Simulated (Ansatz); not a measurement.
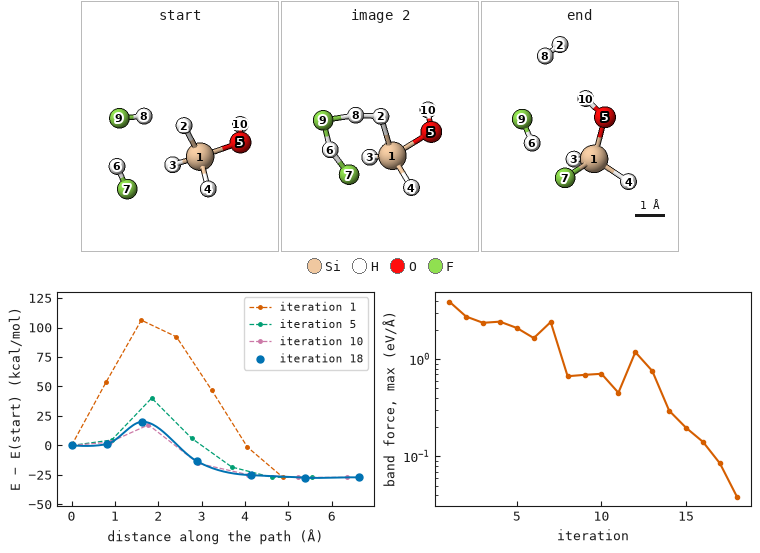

A nudged-elastic-band calculation for SiH6OF2. Images are numbered from 0 (start) to 6 (end). The plot follows the band through its iterations. The picture is a ball-and-stick view, seen at a tilt.

Method: RKS PBE0-D4/def2-SVP in Ansatz 0.2.0.

The input:
```yaml
crystal:
  periodic: [false, false, false]
  atoms:
    - {symbol: Si, position_ang: [0.633201, 0.746784, -0.292661]}
    - {symbol: H, position_ang: [-0.846901, 0.476918, -0.179528]}
    - {symbol: H, position_ang: [1.253883, -0.445776, -0.914624]}
    - {symbol: H, position_ang: [1.157090, 1.064363, 1.046543]}
    - {symbol: O, position_ang: [0.842783, 2.093234, -1.211605]}
    - {symbol: H, position_ang: [-0.463984, -1.912116, 1.357211]}
    - {symbol: F, position_ang: [0.425730, -1.703226, 1.545434]}
    - {symbol: H, position_ang: [-1.712764, -0.768384, 0.214870]}
    - {symbol: F, position_ang: [-1.996205, -1.579247, 0.591692]}
    - {symbol: H, position_ang: [0.707170, 2.027448, -2.157334]}
basis:
  gaussian: {orbitals: def2-SVP}
hamiltonian: {xc: pbe0, dispersion: d4}
neb:
  images: 5
  climbing: true
  max_iterations: 30
  initial_path: idpp
  spring: 500.0
  final_atoms:
    - {symbol: Si, position_ang: [1.499659, 0.232372, 0.194113]}
    - {symbol: H, position_ang: [-2.367309, 0.728802, -1.557703]}
    - {symbol: H, position_ang: [1.838181, -0.577830, -0.995728]}
    - {symbol: H, position_ang: [2.615071, 1.047847, 0.703837]}
    - {symbol: O, position_ang: [0.236447, 1.219271, -0.036114]}
    - {symbol: H, position_ang: [-0.574788, -1.389469, 1.143299]}
    - {symbol: F, position_ang: [1.135604, -0.853247, 1.342328]}
    - {symbol: H, position_ang: [-2.410091, 0.127692, -1.113688]}
    - {symbol: F, position_ang: [-1.378442, -1.388185, 0.673986]}
    - {symbol: H, position_ang: [-0.594330, 0.852745, -0.354332]}
```

Command:
```bash
ansatz run in.yaml --threads 4 --pin off --events-out ev --progress --plain --max-ram 9574MiB
```

Q: How did the profile develop, and is the result final?

A: The run is converged, with reservations. The band converged in 18 iterations. The largest component of the band force went from 3.9 to 0.039 eV/Å. The climbing image converged on the top of the path. Its curvatures weren't checked. The largest force component is 0.49 eV/Å at the start and 0.67 eV/Å at the end; an end with forces this large is no minimum, and the barrier measured from it can be far off. The settings are unsound (stiff springs), so the numbers of this run aren't to be trusted. The first iteration put the highest image at 106.3 kcal/mol. The energy climbs by 20.1 kcal/mol to image 2 and then falls by 47.2 kcal/mol, so the end point sits at −27.1 kcal/mol. Image 5 lies below both ends, at −27.4 kcal/mol, so an end isn't at the bottom of its valley.

The run took 92 s on 4 threads of Arm Neoverse V2, on a shared host.
